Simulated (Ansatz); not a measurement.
Cost and result by functional for the adsorption energy of Cl on the 1x1 (110) surface of bcc Mo, one in a 2x2 cell, started at the site 'hollow Mo-Mo-Mo', in Ansatz (plane waves, PAW). Single points on the PBE structure, on one kind of machine; costs are rough ratios of the slab run's core time (references not counted) to the cheapest single point. r2SCAN's cost holds its higher cutoff (500 against 420 eV). Differences are taken against r2SCAN for comparison alone: no measured value is at hand, so the table doesn't rank accuracy.

Set-up: 17 atoms, 6.5 Å thick at the start under the adsorbate (thin: gaps and levels are the slab's own); mesh 6x6x1; 0.1 eV smearing; dipole correction on; 8 atoms held, the rest relaxed; start symmetry kept, larger cells not searched; no spin, no spin-orbit, no U, no dispersion correction. At the end it is bonded to 3 Mo. In PBE it is, or lies within 0.03 eV of, the lowest of the starts that converged. These notes are the PBE run's. Adsorption energies are against ½ Cl2(g). A negative adsorption energy means that the adsorbate is more stable on the surface than in its reference.

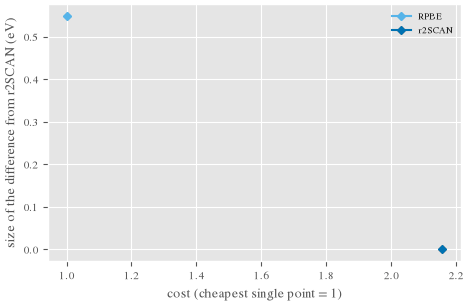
Figure. Difference from r2SCAN against cost

```json
[
 {"functional": "RPBE", "relative cost": "1", "adsorption energy (eV)": "-2.59", "less r2SCAN (eV)": "0.55"},
 {"functional": "r2SCAN", "relative cost": "2", "adsorption energy (eV)": "-3.14", "less r2SCAN (eV)": "0.00"},
 {"functional": "PBE (the relaxed run's value)", "relative cost": "–", "adsorption energy (eV)": "-2.83", "less r2SCAN (eV)": "0.31"}
]
```

The values span 0.55 eV, while the single points' costs differ by a factor of roughly 2. Differences are of unrounded values.

Ansatz is an electronic-structure program.
